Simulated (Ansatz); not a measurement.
Consider GaP in the zinc blende structure (space group F-43m, No. 216; a = 5.438 Å). Axes: x, y, z lie along the cube axes.

One thing is altered: uniaxial strain ε_yy = +3.02 %, all other strain components held at zero; the atoms relax in the strained cell.

Computed with Kohn–Sham DFT with the PBEsol functional, run in Ansatz (a first-principles code) with PAW and 420 eV plane waves, without spin-orbit coupling.

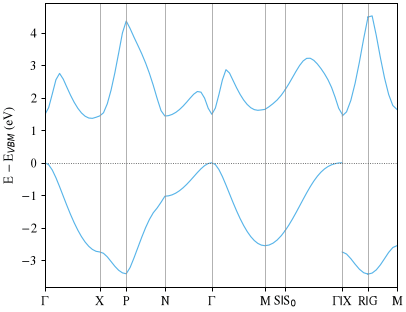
Figure: Highest valence and lowest conduction band along the path of the changed cell's own zone

Q: From the figure, how large is the changed gap, and is it direct?

A: About 1.4 eV, indirect, Γ → Γ–X (87 % along).

Gaps are Kohn–Sham eigenvalue differences; semilocal functionals usually give less than the measured gap. Whether these cells are dynamically stable was not tested. k-point labels follow each cell's own Brillouin zone.
